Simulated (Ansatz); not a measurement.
# One shape, several levels: doublet [GeCl2]+

Aim: a comparison of 5 runs (U-r2SCAN/aug-cc-pVDZ, UBHLYP/aug-cc-pVDZ, UBLYP/aug-cc-pVDZ, RPA@PBE0/aug-cc-pVDZ, UCCSD/aug-cc-pVDZ) of doublet [GeCl2]+. 

Program for the calculation: Ansatz 0.2.0.

36 further runs of the same task are left out: 36 set aside as unsound or not needed.

## (1) The molecule

[GeCl2]+ has 3 atoms, charge +1, and is taken as a doublet. SMILES of the parent species: `Cl[Ge]Cl`. The shape is that of a PBE0-D4/def2-TZVP optimisation. That shape belongs to the parent species and isn't relaxed for this state.

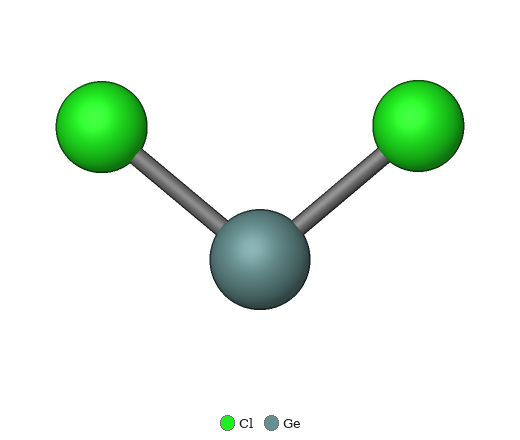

The structure, seen from a chosen angle (chlorine green, germanium teal).

## (2) A single-point energy at U-r2SCAN/aug-cc-pVDZ (run 1)

run.yaml

```yaml
crystal:
  periodic: [false, false, false]
  atoms:
    - symbol: Cl
      position_ang: [-0.065420, -1.681680, 0.422740]
    - symbol: Ge
      position_ang: [-0.421210, 0.067170, -0.832020]
    - symbol: Cl
      position_ang: [0.486630, 1.614500, 0.409270]
basis:
  gaussian:
    orbitals: aug-cc-pVDZ
hamiltonian:
  xc: r2scan
output: {orbitals: {seedname: orbitals}}
magnetization:
  spin_polarized: true
  initial_magnetization: 1
accuracy: high
total_charge: 1
```

Run with:

```
$ ansatz run run.yaml --threads 1 --pin off --max-ram 3480MiB --events-out events.jsonl --progress --plain --runs-dir runs
```

The log of the run:

```text
Warning: RAYON_NUM_THREADS=1 ignored (pool sized by the plan → 1); use --threads N
Functional definition: r2SCAN
  name "r2SCAN"
  parameter k0 = 0.174
  parameter k1 = 0.065
  parameter a1 = 4.9479
  exchange = r2scan_x(k0 = k0, k1 = k1, a1 = a1)
  correlation = r2scan_c
1753 factors; integrals over basis functions are off by at most 4.4e-9 eV
mean field evaluation 1: about -81548.1999 eV, gradient 2.7e1 eV
mean field evaluation 2: about -81514.8976 eV, gradient 7.5e1 eV
mean field evaluation 4: about -81552.9921 eV, gradient 5.3e0 eV
mean field evaluation 8: about -81553.1688 eV, gradient 1.1e-1 eV
mean field evaluation 16: about -81553.1689 eV, gradient 2.3e-5 eV
mean field evaluation 32: about -81553.0817 eV, gradient 3.3e0 eV
mean field -81553.16889921 eV, -2997.0236783227 hartree, gradient 6.1e-8 eV, S^2 0.757702; 4 other end points of the search recorded, 0 dependent functions left out
reference -81553.16890520 eV, -2997.0236785428 hartree; 33, 32 occupied and 57, 58 virtual orbitals, 1753 factors
Total energy: -81553.16890520 eV, -2997.0236785428 hartree
```

It took 59 s on 1 thread of Arm Neoverse V2, shared host; peak memory 0.41 GiB.

## (3) A single-point energy at UBHLYP/aug-cc-pVDZ (run 2)

job.yaml

```yaml
crystal:
  periodic: [false, false, false]
  atoms:
    - {symbol: Cl, position_ang: [-0.065420, -1.681680, 0.422740]}
    - {symbol: Ge, position_ang: [-0.421210, 0.067170, -0.832020]}
    - {symbol: Cl, position_ang: [0.486630, 1.614500, 0.409270]}
basis:
  gaussian:
    orbitals: aug-cc-pVDZ
total_charge: 1
magnetization:
  spin_polarized: true
  initial_magnetization: 1
hamiltonian:
  xc: {name: BHLYP}
accuracy: high
output: {orbitals: {seedname: orbitals}}
```

Run with:

```
$ ansatz run job.yaml --threads 1 --pin off --max-ram 3480MiB --events-out events.jsonl --progress --plain --runs-dir runs
```

The log of the run:

```text
Warning: RAYON_NUM_THREADS=1 ignored (pool sized by the plan → 1); use --threads N
Functional definition: BHLYP
  name "BHLYP"
  parameter a = 0.5
  exchange = (1 - a)*b88_x + a*exact_x
  correlation = lyp_c
1753 factors; integrals over basis functions are off by at most 4.4e-9 eV
mean field evaluation 1: about -81550.2197 eV, gradient 2.4e1 eV
mean field evaluation 2: about -81546.4547 eV, gradient 3.6e1 eV
mean field evaluation 4: about -81554.4276 eV, gradient 1.1e0 eV
mean field evaluation 8: about -81554.5818 eV, gradient 4.1e-2 eV
mean field evaluation 16: about -81554.5819 eV, gradient 9.8e-4 eV
mean field evaluation 32: about -81554.5819 eV, gradient 7.9e-8 eV
mean field -81554.58191914 eV, -2997.0756058474 hartree, gradient 7.9e-8 eV, S^2 0.766737; 3 other end points of the search recorded, 0 dependent functions left out
reference -81554.58194708 eV, -2997.0756068740 hartree; 33, 32 occupied and 57, 58 virtual orbitals, 1753 factors
Total energy: -81554.58194708 eV, -2997.0756068740 hartree
```

Wall time 21 s (1 thread of Arm Neoverse V2, shared host); peak memory 0.47 GiB.

Runs 3 to 4 aren't shown in full; the table further down has their settings and results.

## (4) A single-point energy at UCCSD/aug-cc-pVDZ (run 5)

run.yaml

```yaml
crystal:
  periodic: [false, false, false]
  atoms:
    - {symbol: Cl, position_ang: [-0.065420, -1.681680, 0.422740]}
    - {symbol: Ge, position_ang: [-0.421210, 0.067170, -0.832020]}
    - {symbol: Cl, position_ang: [0.486630, 1.614500, 0.409270]}
basis:
  gaussian:
    orbitals: aug-cc-pVDZ
total_charge: 1
magnetization:
  spin_polarized: true
  initial_magnetization: 1
correlation:
  method: ccsd
  frozen_orbitals: {Cl: 5, Ge: 9}
accuracy: high
scf:
  omitted_lower_state_checks: [cluster_reference, increment]
```

Run with:

```
$ ansatz run run.yaml --threads 1 --pin off --max-ram 3480MiB --events-out events.jsonl --progress --plain --runs-dir runs
```

The log of the run:

```text
Warning: RAYON_NUM_THREADS=1 ignored (pool sized by the plan → 1); use --threads N
[... 13 lines left out ...]
19 core orbitals not correlated: weight in the atoms' cores, before any rotation towards them, 1.000 or more for the frozen orbitals, at most 0.000 for the correlated occupied ones
[... 31 lines left out ...]
Total energy: -81483.93617816 eV, -2994.4794227516 hartree
Checks for a lower state left out: cluster_reference, increment
```

It took 29 s on 1 thread of Arm Neoverse V2, shared host; peak memory 0.61 GiB.

## (5) The series

```
run                 level  frozen core orbitals   energy (Eh)  HOMO energy (eV)  LUMO energy (eV)   ⟨S²⟩  wall time
  1  U-r2SCAN/aug-cc-pVDZ                     –  -2997.023679            -14.08            -13.17  0.758       59 s
  2    UBHLYP/aug-cc-pVDZ                     –  -2997.075607            -16.23            -11.70  0.767       21 s
  3     UBLYP/aug-cc-pVDZ                     –  -2997.165406            -13.61            -13.17  0.752       31 s
  4  RPA@PBE0/aug-cc-pVDZ                    19  -2994.606964                 –                 –  0.759       27 s
  5     UCCSD/aug-cc-pVDZ                    19  -2994.479423                 –                 –  0.789       29 s
```

## (6) Outcome

```
                                           quantity           value
                                run 5: total energy  -2994.47942 Eh
run 5: correlation energy (19 core orbitals frozen)      -396.6 mEh
           run 5: ⟨S²⟩ of the reference determinant           0.789
                               run 5: T1 diagnostic           0.020
```

In words: Totals of different functionals can't be ranked against each other. All runs together took 2.8 min, the longest 59 s.
